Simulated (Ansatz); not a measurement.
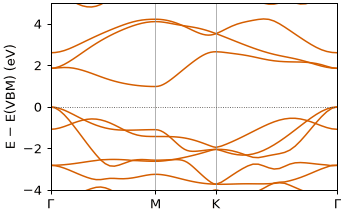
Band structure from DFT-LDA in the program Ansatz with PAW potentials

Problem. Read off the gap and where the band edges lie.

Solution. About 1.0 eV (0.98 eV by a search for the band edges); maximum at Γ, minimum at M.

The material is monolayer HfS2 (1T, P-3m1 in the vacuum cell, 3 atoms).

A layer that has been made, often on a substrate. The cell was relaxed with LDA under the symmetry of its start; its stability against distortions is not shown here. The run is not spin-polarised. Scalar-relativistic: spin–orbit coupling is off unless named, which matters more the heavier the elements.

Potentials: the later of the program's two PAW sets.
